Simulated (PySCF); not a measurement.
# AsO(OH)₂: doublet, from a T-shaped (ligand arrangement 1) start, part 2 of 2

PySCF 2.14.0; PBE0, basis As def2-TZVP, O def2-TZVP, H def2-TZVP, no relativity, density fitting. Earlier steps stand in the parts before.

## Step 5: Leaving the saddle point

The atoms are moved a little along the softest imaginary mode and relaxed again.

The program finds Cs symmetry in the start, which this walk keeps. Threshold on the gradient: 0.0003 Eh/bohr, with a further test on the energy change.

Input file scf.py:

```python
from pyscf import gto, scf, dft
mol = gto.M(atom='''
As     0.006160     0.031180    -0.074316
O     -0.006046    -0.030602     1.537414
O      1.720579    -0.392184    -0.608954
O     -1.740456     0.291571    -0.608954
H      2.193829    -0.555728     0.226917
H     -2.240344     0.320279     0.226917''',
    basis={'As': 'def2-TZVP', 'O': 'def2-TZVP', 'H': 'def2-TZVP'},
    charge=0, spin=1)
mf = dft.UKS(mol, xc='PBE0')
mf.grids.atom_grid = (50, 194)
aux = {'As': 'def2-universal-JKFIT', 'O': 'def2-universal-JKFIT', 'H': 'def2-universal-JKFIT'}
mf = mf.density_fit(auxbasis=aux)
mf.conv_tol = 1e-08
mf.diis_space = 10
mf.max_cycle = 60
mf.verbose = 4
mf.kernel()
```

Steps of the walk:

| step | energy (Eh) | change (kJ/mol) | largest symmetric gradient (Eh/bohr) |
| --- | --- | --- | --- |
| 0 | -2462.278846 | 0.00 | 0.01202 |
| 1 | -2462.285287 | -16.91 | 0.02958 |
| 2 | -2462.285349 | -17.07 | 0.04090 |
| 3 | -2462.302151 | -61.19 | 0.03205 |
| 4 | -2462.315973 | -97.48 | 0.02658 |
| 5 | -2462.321352 | -111.60 | 0.01656 |
| 6 | -2462.322108 | -113.58 | 0.00623 |
| 7 | -2462.322701 | -115.14 | 0.01113 |
| 8 | -2462.322859 | -115.56 | 0.00659 |
| 9 | -2462.323024 | -115.99 | 0.00235 |
| 10 | -2462.323087 | -116.15 | 0.00096 |
| 11 | -2462.323141 | -116.30 | 0.00758 |
| 12 | -2462.323213 | -116.49 | 0.00117 |
| 13 | -2462.323257 | -116.60 | 0.00111 |
| 14 | -2462.323275 | -116.65 | 0.00485 |
| 15 | -2462.323322 | -116.77 | 0.00048 |
| 16 | -2462.323336 | -116.81 | 0.00045 |
| 17 | -2462.323348 | -116.84 | 0.00154 |
| 18 | -2462.323353 | -116.85 | 0.00026 |
| 19 | -2462.323354 | -116.86 | 0.00007 |

The walk took 74 s.

Positions (Å) and forces (eV/Å) along the way:

```
step 0
As   0.006   0.031  -0.074   0.117   0.619   0.102
O   -0.006  -0.031   1.537  -0.024  -0.125  -0.047
O    1.721  -0.392  -0.609  -0.091  -0.216   0.069
O   -1.740   0.292  -0.609   0.008  -0.234   0.067
H    2.194  -0.556   0.227  -0.093  -0.005  -0.095
H   -2.240   0.320   0.227   0.083  -0.039  -0.096
step 1
As   0.044   0.220  -0.071   0.025   0.098   1.521
O   -0.024  -0.121   1.529   0.073   0.379  -0.834
O    1.682  -0.493  -0.611  -0.670   0.138   0.113
O   -1.743   0.183  -0.611   0.669  -0.129   0.115
H    2.192  -0.498   0.231  -0.562  -0.142  -0.458
H   -2.217   0.373   0.231   0.466  -0.344  -0.457
step 10
As   0.107   0.543   0.270   0.007   0.032  -0.009
O    0.020   0.103   1.845  -0.006  -0.018   0.007
O    1.260  -0.413  -0.657  -0.013  -0.018   0.016
O   -1.322   0.097  -0.657   0.006  -0.019   0.016
H    1.942  -0.729  -0.051   0.050   0.002  -0.015
H   -2.073   0.064  -0.051  -0.045   0.021  -0.015
step 19
As   0.098   0.497   0.298  -0.002   0.001   0.001
O    0.018   0.089   1.883  -0.002   0.000   0.000
O    1.226  -0.483  -0.634   0.004  -0.004   0.002
O   -1.318   0.020  -0.634  -0.002   0.001   0.003
H    2.020  -0.637  -0.107  -0.003   0.002  -0.003
H   -2.110   0.178  -0.107   0.004   0.000  -0.003
```

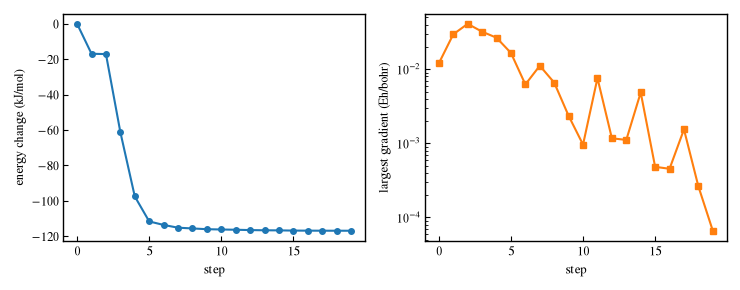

Energy and largest gradient along the walk.

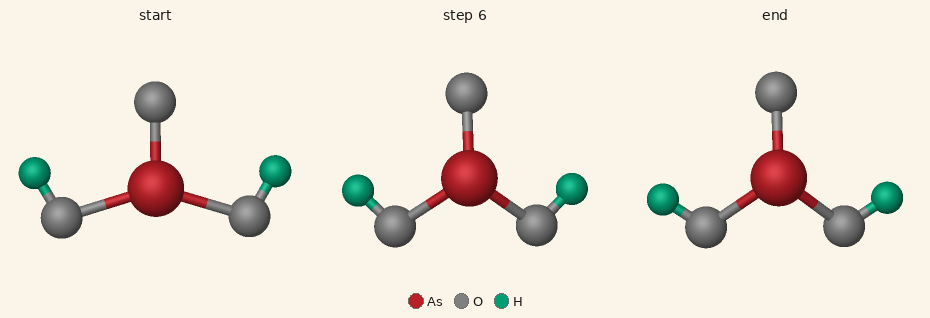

The geometry along the walk, at one scale.

End point (Cs, 19 steps, 116.9 kJ/mol gained): As–O 1.639 Å, As–O 1.761 Å (×2), O–H 0.965 Å (×2); As–O–H 109.1° (×2), O–As–O 94.8°, O–As–O 113.9° (×2).

## Step 6: Frequencies

The same treatment as at the point before.

Edit scf.py of step 5 so:

```diff
@@ -3,6 +3,6 @@
-As     0.006160     0.031180    -0.074316
-O     -0.006046    -0.030602     1.537414
-O      1.720579    -0.392184    -0.608954
-O     -1.740456     0.291571    -0.608954
-H      2.193829    -0.555728     0.226917
-H     -2.240344     0.320279     0.226917''',
+As     0.049337     0.249736     0.042543
+O     -0.031150    -0.157676     1.627872
+O      1.177184    -0.730128    -0.889661
+O     -1.366395    -0.227624    -0.889661
+H      1.971896    -0.882699    -0.363775
+H     -2.159422    -0.066524    -0.363775''',
@@ -12 +12 @@
-mf.grids.atom_grid = (50, 194)
+mf.grids.atom_grid = (75, 302)
@@ -15 +15 @@
-mf.conv_tol = 1e-08
+mf.conv_tol = 1e-10
```

SCF at the final geometry:

```text
init E= -2462.32332355564
[... the frontier-level lines of each cycle are left out ...]
cycle= 1 E= -2462.3233235556  delta_E= 3.27e-11  |g|= 1.34e-05  |ddm|= 1.13e-05
cycle= 2 E= -2462.32332355534  delta_E= 2.66e-10  |g|= 2.94e-05  |ddm|= 2.32e-05
cycle= 3 E= -2462.32332355565  delta_E= -3.13e-10  |g|= 4.67e-06  |ddm|= 1.77e-05
cycle= 4 E= -2462.32332355566  delta_E= -1.27e-11  |g|= 4.47e-07  |ddm|= 2.54e-06
Extra cycle  E= -2462.32332355567  delta_E= -5.91e-12  |g|= 5.32e-07  |ddm|= 1.14e-06
converged SCF energy = -2462.32332355567  <S^2> = 0.75912259  2S+1 = 2.0091019
```

The whole step took 2.2 min on 4 threads of Arm Neoverse V2, shared host.

Geometry: Cs; As–O 1.639 Å, As–O 1.761 Å (×2), O–H 0.965 Å (×2); As–O–H 109.1° (×2), O–As–O 94.8°, O–As–O 113.9° (×2).

Modes, for the most abundant isotopes:

```json
{"symmetry": "a''", "ω (cm⁻¹)": "45", "IR (km/mol)": "32.6"}
{"symmetry": "a'", "ω (cm⁻¹)": "188", "IR (km/mol)": "84.1"}
{"symmetry": "a''", "ω (cm⁻¹)": "268", "IR (km/mol)": "9.6"}
{"symmetry": "a'", "ω (cm⁻¹)": "289", "IR (km/mol)": "22.1"}
{"symmetry": "a'", "ω (cm⁻¹)": "318", "IR (km/mol)": "109"}
{"symmetry": "a'", "ω (cm⁻¹)": "701", "IR (km/mol)": "55.7"}
{"symmetry": "a''", "ω (cm⁻¹)": "702", "IR (km/mol)": "143"}
{"symmetry": "a'", "ω (cm⁻¹)": "891", "IR (km/mol)": "21.9"}
{"symmetry": "a''", "ω (cm⁻¹)": "962", "IR (km/mol)": "64.2"}
{"symmetry": "a'", "ω (cm⁻¹)": "1011", "IR (km/mol)": "117"}
{"symmetry": "a''", "ω (cm⁻¹)": "3837", "IR (km/mol)": "235"}
{"symmetry": "a'", "ω (cm⁻¹)": "3838", "IR (km/mol)": "6.4"}
```

No imaginary mode, so this is a minimum.

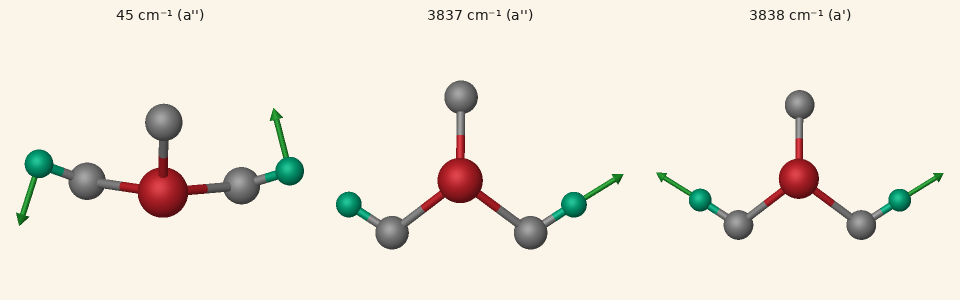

Displacements of 3 of the modes, as arrows (one member where a mode is degenerate).

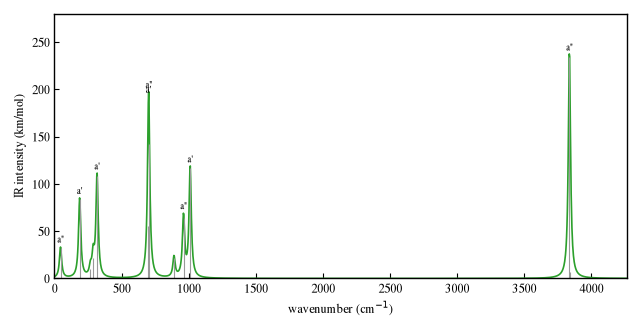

The harmonic infrared spectrum (widths in cm⁻¹). Lines are broadened to a width of 20 cm⁻¹ (Lorentzian).

Constants and moments:

```yaml
Dipole_moment: 1.28 D
Highest_occupied_level: -7.72 eV
Lowest_empty_level: -4.23 eV
Rotational_constants: 0.2279, 0.2069, 0.1269 cm⁻¹
Zero-point_energy: 78.1 kJ/mol
Principal_polarisabilities: 29.9, 42.8, 45.6 bohr³
Atomisation_energy_without_zero-point_energy: 1907 kJ/mol
Principal_traceless_quadrupole_moments_about_the_centre_of_mass: -13.85, 0.06, 13.79 D Å
Entropy_at_298.15_K_and_1_bar_electronic_part_spin_only: 332.6 J/(mol K)
Heat_capacity_Cp_at_298.15_K: 82.8 J/(mol K)
Enthalpy_at_298.15_K_above_0_K: 17.99 kJ/mol
Rotational_symmetry_number: 1
Spin_squared_⟨S²⟩: 0.759
```

Charges (e) and bond orders:

| atom | Mulliken | Löwdin | polar tensor | spin (Mulliken) | Mayer order to As1 |
| --- | --- | --- | --- | --- | --- |
| As1 | 0.81 | 0.50 | 1.24 | 0.40 | – |
| O2 | -0.49 | -0.35 | -0.47 | 0.39 | 1.75 |
| O3,4 | -0.49 | -0.24 | -0.67 | 0.10 | 1.04 |
| H5,6 | 0.33 | 0.16 | 0.29 | 0.00 | 0.03 |

Outer orbital energies (eV). α occupied: -14.16, -12.33, -11.90, -11.38, -10.28, -9.48, -9.10, -7.72; empty: 0.09, 0.50, 1.51, 2.05. β occupied: -14.16, -13.71, -12.08, -11.47, -10.51, -10.00, -8.82, -8.72; empty: -4.23, 0.46, 0.68, 2.08.

Mulliken populations on As1: s 7.56, p 14.05, d 10.48, f 0.10.

## Step 7: All stationary points

| spin | group | bonds | imaginary modes (cm⁻¹) | ΔE (kJ/mol) | with zero-point energy |
| --- | --- | --- | --- | --- | --- |
| doublet | Cs | As–O 1.639 Å, As–O 1.761 Å (×2), O–H 0.965 Å (×2) | none | 0.0 | 0.0 |
| doublet | C2v | As–O 1.612 Å, As–O 1.843 Å (×2), O–H 0.972 Å (×2) | 282i | 119.6 | – |

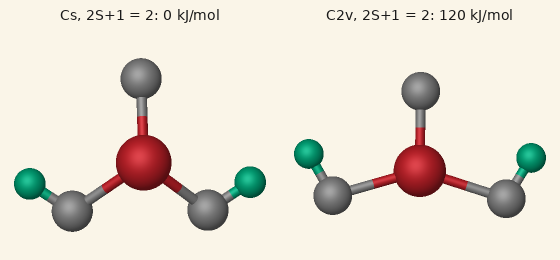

The points, lowest first (arsenic red, oxygen grey, hydrogen teal).

## Step 8: Results

This closing draws on all 2 parts.

```
                                          quantity                                                                                                                          value
                                           minimum                                                                                                                    doublet, Cs
                                          geometry                        As–O 1.639 Å, As–O 1.761 Å (×2), O–H 0.965 Å (×2); As–O–H 109.1° (×2), O–As–O 94.8°, O–As–O 113.9° (×2)
                                wavenumbers (cm⁻¹)  45 (a''), 188 (a'), 268 (a''), 289 (a'), 318 (a'), 701 (a'), 702 (a''), 891 (a'), 962 (a''), 1011 (a'), 3837 (a''), 3838 (a')
                                     dipole moment                                                                                                                         1.28 D
highest occupied, lowest empty level (either spin)                                                                                                                -7.72, -4.23 eV
                        polar-tensor charge of As1                                                                                                                        +1.24 e
                                 zero-point energy                                                                                                                    78.1 kJ/mol
                               entropy at 298.15 K                                                                                                                332.6 J/(mol K)
         atomisation energy (no zero-point energy)                                                                                                                    1907 kJ/mol
                                              ⟨S²⟩                                                                                                                          0.759
```

What this shows: The T-shaped (ligand arrangement 1) start (C2) ends in a minimum of Cs symmetry, after a stop at a saddle point 119.6 kJ/mol higher, from which it was pushed off along an imaginary mode. The strongest infrared band lies at 3837 cm⁻¹ (a''). Other starts or spin states, not run here, may lie lower.

The search up to here took 7.2 min.
